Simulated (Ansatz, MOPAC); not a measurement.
Potential energy curve for CH, doublet.

Methods: PM3, unrestricted, heats of formation (MOPAC); UCCSDT(Q) = CCSDT(Q) on UHF/aug-cc-pVTZ, frozen core (Ansatz, a quantum-chemistry and plane-wave program); UCCSD = CCSD on UHF/aug-cc-pVTZ, frozen core run with Ansatz.

Energies are in kJ/mol, each relative to the lowest point of its own curve near equilibrium.

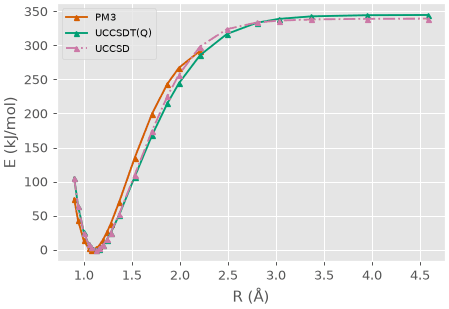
Energy against bond length for each method.

```tsv
R / Å	PM3	UCCSDT(Q)	UCCSD
0.90	74.9	105.6	104.9
0.94	43.2	64.8	64.2
1.00	13.5	25.5	25.1
1.05	1.9	8.0	7.7
1.07	0.0	4.0	3.7
1.13	1.8	0.0	0.0
1.16	6.1	1.7	1.8
1.20	14.5	6.8	7.1
1.24	25.3	14.6	15.1
1.28	37.9	24.5	25.2
1.37	70.6	51.5	52.9
1.53	134.9	106.9	109.9
1.71	199.5	167.9	174.4
1.87	243.6	214.8	225.3
1.99	267.1	244.4	257.0
2.21	292.0	285.5	298.3
2.49	—	316.8	323.8
2.80	—	333.2	333.6
3.03	—	338.9	336.4
3.37	—	342.7	338.1
3.95	—	344.3	339.1
4.58	—	344.7	339.4
```

At the longest distance, 4.58 Å, UCCSDT(Q) lies highest above its minimum (344.7 kJ/mol) and UCCSD lowest (339.4 kJ/mol).

Dashes: no converged value, or the column stops at the first point that the program doubted or that broke a chosen test of continuity, which isn't proof of a fault.

The unrestricted determinant behind UCCSDT(Q), UCCSD is spin-contaminated at 0.90 to 4.58 Å (<S²> up to 1.8, against 0.75 for a pure doublet).
